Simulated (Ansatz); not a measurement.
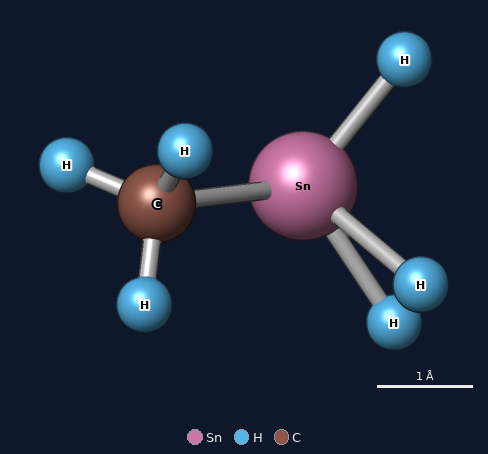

**Figure 1.** The structure (ball-and-stick view, seen at a tilt). Sticks mark near contacts. Bond lengths as drawn: C–H 1.10 Å, C–Sn 2.19 Å and H–Sn 1.73 to 1.93 Å.

**Frequency calculation of CH6Sn**

CH6Sn, computed with RKS B3LYP/def2-SVP (Ansatz 0.2.0).

It belongs to a series of runs on one base structure; here: vibrations at the highest image of the band.

The program's output
```
Engine: ansatz 0.2.0, aarch64-unknown-linux-gnu
Functional definition: B3LYP
  parameter a0 = 0.2
  parameter ax = 0.72
  parameter ac = 0.81
  exchange = (1 - a0 - ax)*slater_x + ax*b88_x + a0*exact_x
  correlation = (1 - ac)*vwn_rpa_c + ac*lyp_c
864 factors; integrals over basis functions are off by at most 3.3e-4 eV
mean field evaluation 1: about -6959.2621 eV, gradient 4.5e1 eV
mean field evaluation 2: about -6952.6931 eV, gradient 6.1e1 eV
mean field evaluation 4: about -6964.5627 eV, gradient 3.8e0 eV
mean field evaluation 8: about -6964.6407 eV, gradient 2.7e-2 eV
mean field -6964.64068892 eV, -255.9458245146 hartree, gradient 4.0e-5 eV, S^2 0.000000; 0 other end points of the search recorded, 0 dependent functions left out
the calculation of the forces begins
reference -6964.64092745 eV, -255.9458332805 hartree; 17, 17 occupied and 53, 53 virtual orbitals, 864 factors
these checks for a lower state are left out or cut short: stability, starts, cluster_reference, orbital_swaps, neighbouring_geometries, increment
864 factors; integrals over basis functions are off by at most 3.3e-4 eV
mean field evaluation 16: about -6964.6306 eV, gradient 2.0e-1 eV
mean field -6964.64064736 eV, -255.9458229874 hartree, gradient 1.7e-6 eV, S^2 0.000000; 0 other end points of the search recorded, 0 dependent functions left out
[... from here on the field's lines of each further geometry are left out, up to the last ...]
the calculation of the forces begins
reference -6964.64091340 eV, -255.9458327643 hartree; 17, 17 occupied and 53, 53 virtual orbitals, 864 factors
these checks for a lower state are left out or cut short: stability, starts, cluster_reference, orbital_swaps, neighbouring_geometries, increment
864 factors; integrals over basis functions are off by at most 3.3e-4 eV
mean field -6964.64067315 eV, -255.9458239351 hartree, gradient 1.2e-6 eV, S^2 0.000000; 0 other end points of the search recorded, 0 dependent functions left out
the calculation of the forces begins
reference -6964.64091168 eV, -255.9458327013 hartree; 17, 17 occupied and 53, 53 virtual orbitals, 864 factors
WARN: phonons: modes at or below zero, which the zero-point energy, F, S and C_V leave out: 1, the lowest at -1264.92 cm⁻¹. A minimum has none, and a first-order saddle one
Total energy: -6964.64092745 eV, -255.9458332805 hartree
Atom 0 at     0.148229     0.183318    -0.522475 Å, force     0.006118     0.001556     0.008744 eV/Å
Atom 1 at     0.845168    -0.335610     1.204497 Å, force    -0.000508     0.032059     0.005840 eV/Å
Atom 2 at     1.724520     0.030711     0.210269 Å, force     0.001974    -0.025992    -0.008675 eV/Å
Atom 3 at    -0.739834     1.390184     0.337102 Å, force    -0.010208    -0.008236     0.006854 eV/Å
Atom 4 at    -0.948665    -1.709625    -0.694677 Å, force     0.010770     0.001142    -0.015228 eV/Å
Atom 5 at    -1.751324    -1.746631     0.052747 Å, force     0.004399    -0.000226    -0.001543 eV/Å
Atom 6 at    -1.368994    -1.780982    -1.706521 Å, force    -0.004834    -0.001117     0.003652 eV/Å
Atom 7 at    -0.244500    -2.536865    -0.531339 Å, force    -0.007711     0.000815     0.000356 eV/Å
Dipole moment:    -0.085881    -0.133463    -0.143743 e Å
Vibrations: -1264.92 117.88 357.73 440.71 494.03 576.02 774.47 788.24 815.78 1196.92 1357.53 1433.50 1441.75 1827.23 1859.86 3058.65 3169.52 3179.42 cm⁻¹, zero-point energy 1.418952 eV
```

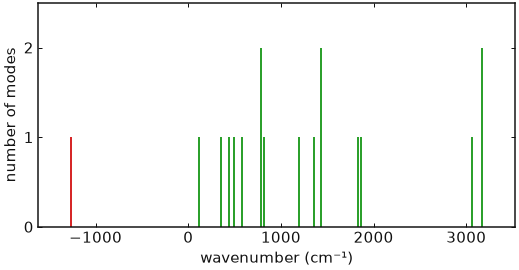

**Figure 2.** Harmonic vibrational wavenumbers from the force constants; neighbouring modes closer than 20 cm⁻¹ are counted in one stick, and imaginary ones are drawn at negative wavenumbers. 18 modes from 1265i to 3179 cm⁻¹, 1 imaginary beyond 8i (1265i cm⁻¹): a first-order saddle point, if the geometry is stationary.

This output came from the following input.

The input
```yaml
crystal:
  periodic: [false, false, false]
  atoms:
    - { symbol: Sn, position_ang: [0.148229, 0.183318, -0.522475] }
    - { symbol: H, position_ang: [0.845168, -0.33561, 1.204497] }
    - { symbol: H, position_ang: [1.72452, 0.030711, 0.210269] }
    - { symbol: H, position_ang: [-0.739834, 1.390184, 0.337102] }
    - { symbol: C, position_ang: [-0.948665, -1.709625, -0.694677] }
    - { symbol: H, position_ang: [-1.751324, -1.746631, 0.052747] }
    - { symbol: H, position_ang: [-1.368994, -1.780982, -1.706521] }
    - { symbol: H, position_ang: [-0.2445, -2.536865, -0.531339] }
basis:
  gaussian: { orbitals: def2-SVP }
hamiltonian:
  xc: b3lyp
phonons: {}
```

Launch command:
```bash
ansatz run input.yaml --threads 1 --pin off --max-ram 2048MiB --backend cpu --events-out ev --progress --plain --runs-dir out
```

Summary

| quantity | value |
| --- | --- |
| outcome | converged |
| total energy | −6964.6409 eV |
| mean-field energy | −6964.6409 eV |
| largest force (length of the vector) | 0.033 eV/Å |
| hardware | 1 thread of Arm Neoverse V2, 24 GiB of memory available, shared host |
| wall time | 79 s |
| peak memory | 0.13 GiB |
